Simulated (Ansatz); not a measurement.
H5NO2Si

Input

```
crystal:
  periodic: [false, false, false]
  atoms:
    - {symbol: N, position_ang: [-0.243333, 1.040910, 2.309060]}
    - {symbol: O, position_ang: [-2.839763, 1.141450, 1.148682]}
    - {symbol: O, position_ang: [-0.889392, 2.449049, -0.004781]}
    - {symbol: Si, position_ang: [-1.203200, 1.073752, 0.880314]}
    - {symbol: H, position_ang: [-0.442906, 1.669900, 3.078854]}
    - {symbol: H, position_ang: [0.075245, 0.142473, 2.652403]}
    - {symbol: H, position_ang: [-0.853339, -0.175906, 0.163372]}
    - {symbol: H, position_ang: [-3.291344, 1.855305, 0.676138]}
    - {symbol: H, position_ang: [0.036349, 2.728903, 0.017303]}
basis:
  gaussian: {orbitals: def2-TZVPD}
hamiltonian: {xc: pbe0}
output: {forces: true, orbitals: {seedname: orbitals}}
```

Launched as:

```sh
ansatz run input.yaml --threads 2 --pin off --max-ram 4350MiB --events-out events.jsonl --progress --plain --runs-dir runs
```

Geometry: B3LYP/6-31G*.

The calculation used Ansatz, isolated molecule in a Gaussian basis; Kohn-Sham density functional theory, functional PBE0.

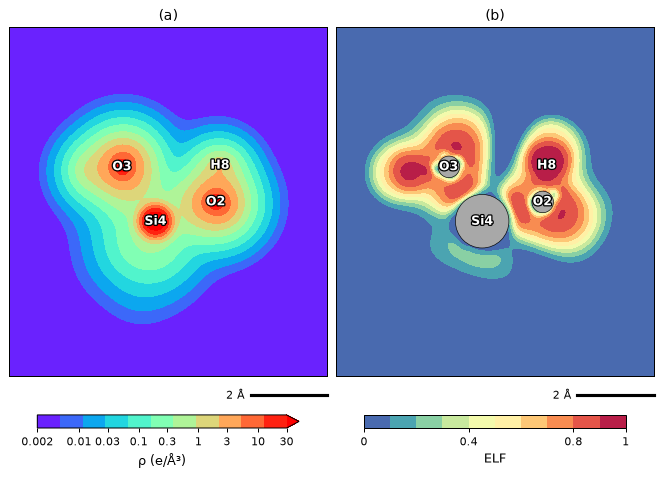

Figure 1. (a) electron density; (b) electron localisation function on the plane of atoms O2, Si4 and O3. Grey discs cover the atomic cores in the ELF map.

Question: Read the bonding off the picture.

Answer:
- The plane passes through O, Si and H nuclei.
- Si–O (1.66 Å): the density is about 1.2 e/Å³ at the midpoint; the ELF peaks at about 0.90 between the atoms: a shared but strongly polarised pair.
- O–H (0.97 Å): ρ is about 3.7 e/Å³ halfway; the ELF climbs to about 1 towards the hydrogen, as it does in any bond to H; a covalent bond by its length.
- The ELF also peaks beside O2 and O3, away from the bonds: lone-pair regions.

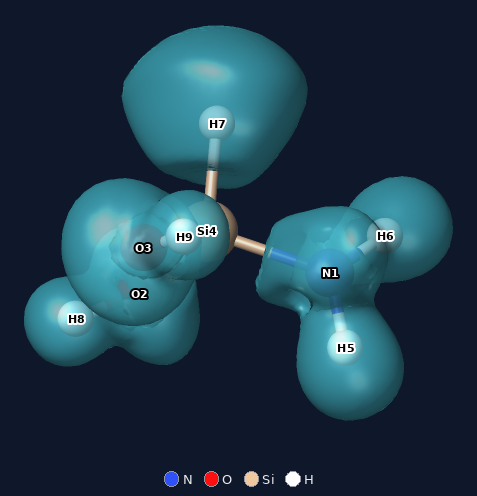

Figure 2. Isosurface of the ELF at 0.75 (cyan), seen from one side. Only the valence region is drawn (cores and ρ < 0.01 e/Å³ removed).

Question: Identify the bonds, lone pairs and shells in this picture.

Answer: At this value the surface marks out one region around a hydrogen nucleus, one joined region spread over several atoms (H, N), in which their bonds and any lone pairs are merged and two joined regions spread over several atoms (H, O), in which their bonds and any lone pairs are merged. Along the contacts the grid gives the following. Si–N (1.72 Å): the ELF peaks at about 0.90 between the atoms, as expected for a shared but strongly polarised pair.

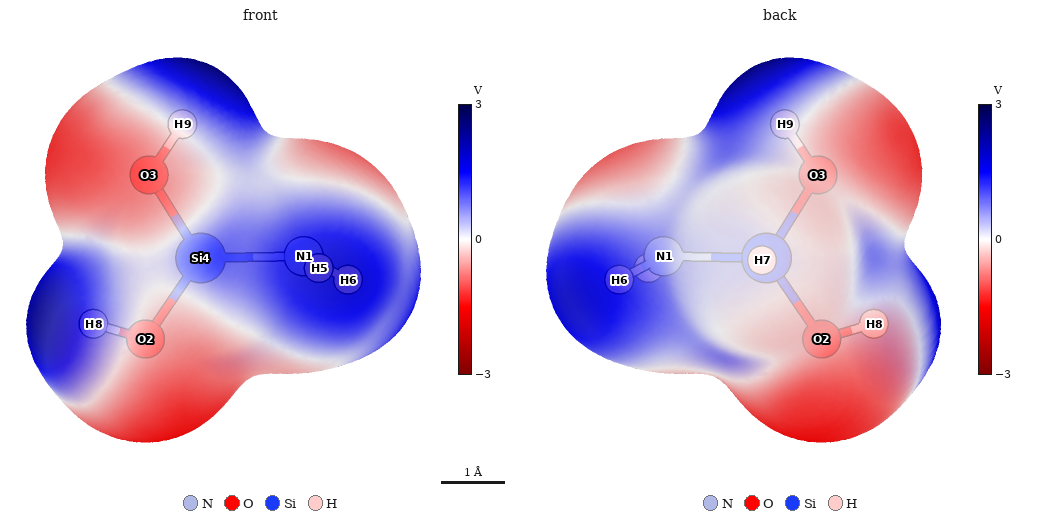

Figure 3. The electrostatic potential painted on the density surface at 0.002 e/bohr³, seen from the front and from behind; the colour scale runs from red (negative) to blue (positive).

Question: Where is the surface potential most negative and most positive?

Answer: The most negative region (about −1.5 V, or −35 kcal/mol for a unit charge) lies over O2, the most positive (about +2.5 V, or +58 kcal/mol for a unit charge) over H9. O2 is the likeliest acceptor of a hydrogen bond.
